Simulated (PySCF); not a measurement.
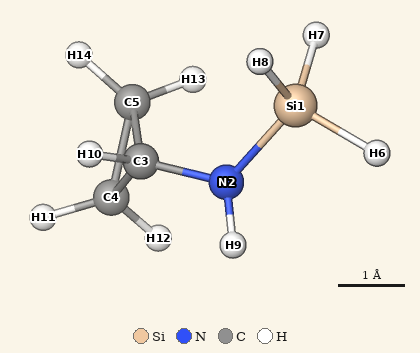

**Figure 1.** The structure as given in the input (ball-and-stick view, seen at a tilt; atoms are numbered from 1 in the order of the input). Bond lengths as drawn: C–C 1.50 Å, C–H 1.09 to 1.10 Å, C–N 1.43 Å, H–N 1.01 Å, H–Si 1.49 to 1.50 Å and N–Si 1.74 Å.

# C$_{3}$H$_{9}$NSi: one change and its effect

System: C$_{3}$H$_{9}$NSi.
Method of run A: GIAO HF/pcSseg-1 NMR shielding, non-relativistic, gas phase (PySCF 2.14.0).

The geometry comes from this level: PBE0-D3(BJ)/def2-SVP. Text and figures count atoms from 1; the logs count them from 0 in places.

The input, run A:
```
{"job": {"kind": "nmr", "xc": "HF", "basis": "pcSseg-1", "pop": false}, "charge": 0, "multiplicity": 1}
Si     1.969199     0.789138     0.077345
N      0.818273    -0.400923     0.601805
C     -0.555715    -0.100511     0.840602
C     -1.602730    -1.053252     0.342600
C     -1.417247     0.273651    -0.331431
H      3.286228     0.091647    -0.022631
H      1.574208     1.334759    -1.256700
H      2.125736     1.964015     1.000320
H      1.169037    -1.172250     1.160441
H     -0.796771     0.416667     1.782374
H     -2.493545    -1.216659     0.954693
H     -1.239162    -1.935601    -0.190123
H     -0.940440     0.272807    -1.314824
H     -2.174129     1.049080    -0.189751
```

The first line tells a small driver script what to run in PySCF; the rest is the geometry in Å.

Command:
```bash
OMP_NUM_THREADS=1 python <driver script> task.json out
```

Hardware: 1 CPU thread, shared host.

Output (run A):
```
final grid: 104896 points
cycle   1  E = -462.0945273179  dE =  8.854e-01  |g| = 3.972e-01  |ddm| = 3.155e+00
cycle   2  E = -462.1486827622  dE = -5.416e-02  |g| = 1.232e-01  |ddm| = 4.489e-01
cycle   3  E = -462.1530837670  dE = -4.401e-03  |g| = 5.240e-02  |ddm| = 1.625e-01
cycle   4  E = -462.1538327929  dE = -7.490e-04  |g| = 6.720e-03  |ddm| = 5.598e-02
cycle   5  E = -462.1538471387  dE = -1.435e-05  |g| = 1.703e-03  |ddm| = 1.187e-02
cycle   6  E = -462.1538483871  dE = -1.248e-06  |g| = 5.867e-04  |ddm| = 3.950e-03
cycle   7  E = -462.1538485332  dE = -1.460e-07  |g| = 2.074e-04  |ddm| = 1.118e-03
cycle   8  E = -462.1538485590  dE = -2.583e-08  |g| = 5.117e-05  |ddm| = 5.493e-04
cycle   9  E = -462.1538485614  dE = -2.375e-09  |g| = 1.278e-05  |ddm| = 1.721e-04
cycle  10  E = -462.1538485615  dE = -1.230e-10  |g| = 4.655e-06  |ddm| = 3.690e-05
converged SCF energy = -462.1538485615

GIAO shielding tensors (ppm)
atom      isotropic    diamagn.    paramagn.     s11        s22        s33       span
  0 Si     448.827     875.278    -426.451    408.654    434.678    503.149     94.495
  1 N      250.212     323.828     -73.615    222.492    237.638    290.508     68.016
  2 C      172.108     243.274     -71.166    143.949    147.076    225.299     81.350
  3 C      182.680     252.583     -69.903    148.611    179.509    219.918     71.307
  4 C      185.060     248.750     -63.690    152.205    180.793    222.183     69.978
  5 H       27.683      28.781      -1.098     24.266     25.516     33.269      9.003
  6 H       27.578      29.561      -1.983     23.575     26.883     32.275      8.700
  7 H       27.543      28.749      -1.206     24.109     25.519     33.001      8.892
  8 H       31.347      32.706      -1.359     21.193     29.564     43.286     22.093
  9 H       29.918      30.404      -0.486     22.179     28.204     39.372     17.194
 10 H       31.228      30.407       0.821     25.331     26.360     41.993     16.661
 11 H       31.351      30.977       0.373     25.477     28.495     40.081     14.604
 12 H       31.116      31.003       0.113     25.981     27.894     39.474     13.493
 13 H       31.299      30.474       0.824     25.599     26.257     42.039     16.440
```

The input of run B differs as follows (lines with − go, lines with + come):
```diff
-"xc": "HF"
+"xc": "OPBE"
```

How does run B compare with run A?

The total energies belong to different methods, so their difference says nothing on which is more stable or more accurate. The HOMO goes from −10.09 to −5.46 eV. The LUMO goes from 4.00 to 0.23 eV. Of all shieldings, the largest change is that of Si1, by −31.6 ppm. The method changes from HF to OPBE. Exact exchange removes part of the self-interaction error of semilocal functionals, which pushes filled and empty levels apart. The SCF takes 12 iterations against 10.

Output (run B):
```
coarse grid: 11528 points
cycle   1  E = -463.7314918632  dE =  3.264e-01  |g| = 4.898e-01  |ddm| = 3.279e+00
cycle   2  E = -463.6150845395  dE =  1.164e-01  |g| = 8.504e-01  |ddm| = 1.500e+00
cycle   3  E = -463.7934892500  dE = -1.784e-01  |g| = 9.608e-02  |ddm| = 1.072e+00
cycle   4  E = -463.7954121850  dE = -1.923e-03  |g| = 4.582e-02  |ddm| = 1.395e-01
cycle   5  E = -463.7958963654  dE = -4.842e-04  |g| = 5.544e-03  |ddm| = 4.620e-02
cycle   6  E = -463.7959042552  dE = -7.890e-06  |g| = 1.616e-03  |ddm| = 8.644e-03
final grid: 104896 points
cycle   7  E = -463.8075874314  dE = -1.371e-04  |g| = 9.620e-03  |ddm| = 4.807e-02
cycle   8  E = -463.8075625892  dE =  2.484e-05  |g| = 1.309e-02  |ddm| = 2.181e-02
cycle   9  E = -463.8076067682  dE = -4.418e-05  |g| = 1.597e-03  |ddm| = 1.396e-02
cycle  10  E = -463.8076071386  dE = -3.704e-07  |g| = 6.779e-04  |ddm| = 2.061e-03
cycle  11  E = -463.8076072437  dE = -1.051e-07  |g| = 7.022e-05  |ddm| = 7.211e-04
cycle  12  E = -463.8076072446  dE = -9.458e-10  |g| = 2.382e-05  |ddm| = 9.316e-05
converged SCF energy = -463.8076072446

GIAO shielding tensors (ppm)
atom      isotropic    diamagn.    paramagn.     s11        s22        s33       span
  0 Si     417.205     880.410    -463.205    368.858    401.538    481.218    112.359
  1 N      233.580     320.411     -86.831    200.372    216.895    283.473     83.100
  2 C      157.357     245.603     -88.246    129.032    133.316    209.723     80.690
  3 C      171.948     253.650     -81.702    141.991    170.096    203.758     61.768
  4 C      174.916     250.033     -75.117    145.057    172.214    207.475     62.417
  5 H       26.778      28.459      -1.682     23.608     24.785     31.940      8.332
  6 H       26.640      29.387      -2.747     22.730     25.999     31.193      8.463
  7 H       26.473      28.402      -1.929     22.929     24.393     32.099      9.170
  8 H       30.749      32.212      -1.463     20.966     29.473     41.807     20.841
  9 H       28.936      30.292      -1.357     21.355     27.852     37.600     16.244
 10 H       30.645      30.019       0.626     25.120     26.525     40.289     15.170
 11 H       30.892      30.942      -0.050     25.548     28.788     38.339     12.791
 12 H       30.610      31.037      -0.427     26.123     27.921     37.785     11.662
 13 H       30.772      30.253       0.519     25.447     26.457     40.412     14.965
```

The two runs side by side:

| quantity | run A | run B |
| --- | --- | --- |
| outcome | converged | converged |
| total energy (hartree) | −462.153849 | −463.807607 |
| HOMO (eV) | −10.09 | −5.46 |
| LUMO (eV) | 4.00 | 0.23 |
| dipole moment (D) | 1.08 | 1.07 |
| shielding of Si1 (ppm) | 448.8 | 417.2 |
| shielding of N2 (ppm) | 250.2 | 233.6 |
| shielding of C3 (ppm) | 172.1 | 157.4 |
| shielding of C4 (ppm) | 182.7 | 171.9 |
| shielding of C5 (ppm) | 185.1 | 174.9 |
| shielding of H8 (ppm) | 27.5 | 26.5 |
| shielding of H10 (ppm) | 29.9 | 28.9 |
| SCF iterations | 10 | 12 |
| basis functions | 137 | 137 |
| wall time (shared host) | 3.2 s | 9.9 s |
